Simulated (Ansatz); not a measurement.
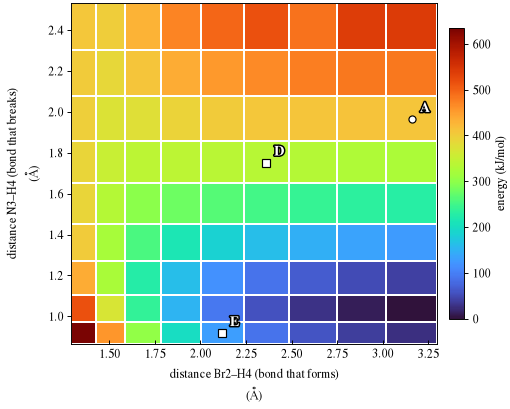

The reacting system AlBrClH₂N. First axis: distance Br2–H4 (bond that forms). Second axis: distance N3–H4 (bond that breaks). Relaxed at each point: all other coordinates. The grid has 9 × 9 points. Points are written as (first, second). Energies: kJ/mol, counted from the lowest grid point. Energies and slopes of some neighbouring points disagree (a jump in structure or state, or too coarse a mesh). The reference is spin-restricted, so regions where a bond is pulled apart into radicals lie too high. Theory: Ansatz, RKS B3LYP-D4/def2-SVP.

The picture shows one coloured cell a grid point, lettered points.

Is D the lowest point of the computed grid?

No. D lies 336 kJ/mol above the lowest grid point, which is at (3.159 Å, 1.029 Å).

Rank the lettered points by energy, lowest first.

E (131 kJ/mol), D (336 kJ/mol), A (410 kJ/mol).
